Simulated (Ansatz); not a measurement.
## CaMgBr4 (P2/m): refractive index against wavelength

The refractive index of CaMgBr4 (P2/m) along x below the direct gap (3.58 eV on the mesh) is read from one computed spectrum, n = √(Re ε). x, y and z are the Cartesian axes of the input cell.

Cell: a, b, c = 6.498, 6.795, 4.142 Å (primitive vectors), 6 atoms.

Method: Ansatz 0.2.0, PBE, independent particles, k-mesh 4×4×6 with interpolation inside its cells, Gaussian parameter 0.1 eV.

Launch of the response step: `ansatz run input.yaml --threads 2 --pin off --max-ram 5120MiB --backend cpu --events-out ev --progress --plain --runs-dir out`. The run took 2.0 min, on 2 threads of Intel(R) Xeon(R) Platinum 8259CL CPU @ 2.50GHz (Skylake/Cascade Lake), with other jobs on the host.

| wavelength (nm) | photon energy E (eV) | n |
| --- | --- | --- |
| 1550 | 0.800 | 1.9251 |
| 1310 | 0.946 | 1.9285 |
| 1064 | 1.165 | ? |
| 850 | 1.459 | 1.9451 |
| 700 | 1.771 | 1.9595 |
| 633 | 1.959 | 1.9699 |
| 532 | 2.331 | 1.9955 |

In the single-oscillator model n² − 1 = E₀E_d/(E₀² − E²), so 1/(n² − 1) = E₀/E_d − E²/(E₀E_d) is linear in E².

Working, on the rows shown:

| x = E² (eV²) | y = 1/(n² − 1) |
| --- | --- |
| 0.639837 | 0.369548 |
| 0.895757 | 0.367767 |
| 2.12762 | 0.359271 |
| 3.13716 | 0.352157 |
| 3.83641 | 0.347161 |
| 5.43137 | 0.335343 |

Means: x̄ = 2.678, ȳ = 0.35521. Σ(x − x̄)(y − ȳ) = -0.1193, Σ(x − x̄)² = 16.77. Slope = -0.1193 / 16.77 = -0.007113; intercept = ȳ − slope · x̄ = 0.37426. Turned back into n, the line misses the rows shown by at most 0.00062.

Task: Predict the last column of the withheld row from the fit.

Result: At x = 1.3578 the line gives y = 0.3646, that is 1.9346. The run gave 1.9346, so the interpolation holds to the digits printed.

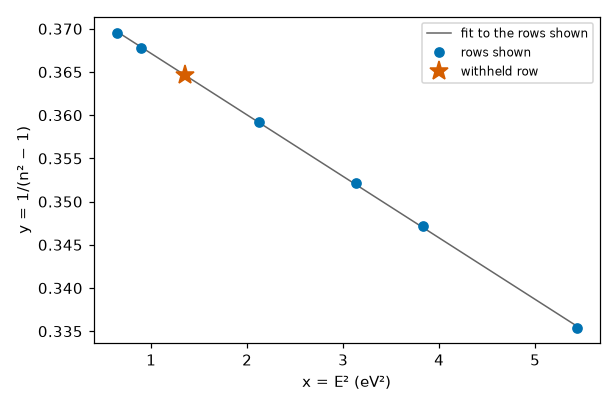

Refitted with all rows, the slope is -0.007113 and the intercept 0.37426. These give E₀ = √(intercept/−slope) = 7.25 eV and E_d = E₀/intercept = 19.4 eV; E₀ is 2.0 times the direct gap. The electronic limit at long wavelengths, without lattice vibrations, is n = √(1 + 1/intercept) = 1.916. The structure is a model and need not exist. Excitons are left out and so are local fields; PBE gaps are as a rule too small. Spin-orbit coupling is left out.
